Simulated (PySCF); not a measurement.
C6H10OSi (SMILES C=C[SiH2]OC1=CCC1)

Input

```
{"job": {"kind": "nmr", "xc": "PBE0", "basis": "pcSseg-1"}, "charge": 0, "multiplicity": 1}
C      4.069888     0.162690    -0.172271
C      2.829883    -0.082721     0.216080
Si     1.319176     0.327741    -0.814845
O      0.126107    -0.233759     0.147872
C     -1.196345    -0.250550    -0.018359
C     -2.219231    -0.715879     0.699192
C     -3.245345    -0.260991    -0.309043
C     -2.050960     0.279396    -1.137660
H      4.280700     0.622562    -1.124070
H      4.931056    -0.079736     0.431635
H      2.671742    -0.547755     1.181922
H      1.301753    -0.360194    -2.111439
H      1.158661     1.767493    -1.052127
H     -2.316293    -1.225147     1.638365
H     -3.936883     0.503050     0.042824
H     -3.807417    -1.059004    -0.791859
H     -2.025914     1.360189    -1.264780
H     -1.899338    -0.201068    -2.102614
```

Run with:

```sh
OMP_NUM_THREADS=1 python probes_run.py task.json out
```

Geometry: GFN2-xTB.

Level of theory: PySCF 2.14.0, PBE0/pcSseg-1, SCF density, gas phase, non-relativistic.

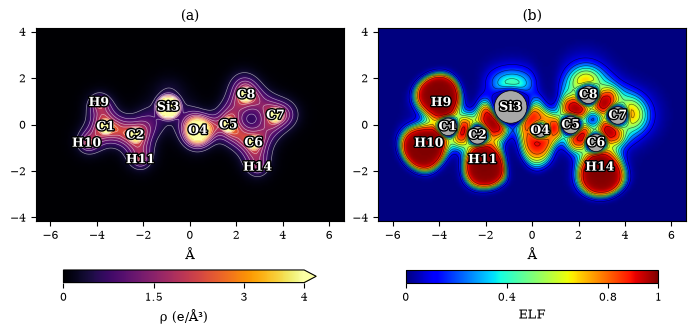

Figure 1. (a) electron density; (b) electron localisation function on the plane of atoms C2, C1 and H9. Grey discs cover the atomic cores in the ELF map.

Q: Describe what can be read from this map.

A: The plane passes through C, Si, O and H nuclei.
C–C (1.32 Å): ρ is about 2.3 e/Å³ halfway; the ELF peaks at about 0.90 between the atoms (a short, multiple covalent bond).
C–O (1.33 Å): the density is about 2.4 e/Å³ at the midpoint; the ELF peaks at about 0.90 between the atoms, as expected for a shared but strongly polarised pair.
Si–O (1.63 Å): the density is about 1.1 e/Å³ at the midpoint; the ELF peaks at about 0.85 between the atoms (a polar covalent bond).
C–Si (1.87 Å): the density is about 0.97 e/Å³ at the midpoint; the ELF peaks at about 0.95 between the atoms; localised, covalent bonding.
C–H (1.07 Å): ρ is about 2 e/Å³ halfway; the ELF climbs to about 1 towards the hydrogen, as it does in any bond to H: an ordinary covalent bond to hydrogen.
The ELF also peaks beside O4, away from the bonds: lone-pair regions.

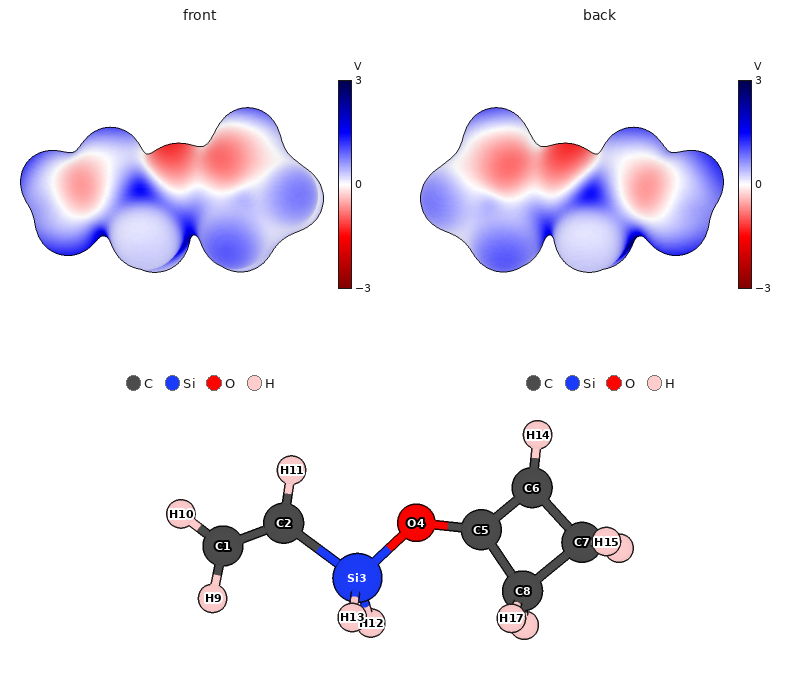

Figure 2. The electrostatic potential painted on the density surface at 0.004 e/bohr³, seen from the front and from behind; red is negative and blue positive. The bare structure is drawn below in the same view.

Q: Which sites attract a positive test charge, and which a negative one?

A: A positive charge is drawn to the negative regions and a negative charge to the positive ones. The most negative region (about −1.2 V, or −28 kcal/mol for a unit charge) lies over O4, the most positive (about +2.4 V, or +55 kcal/mol for a unit charge) over Si3. O4 is the likeliest acceptor of a hydrogen bond.
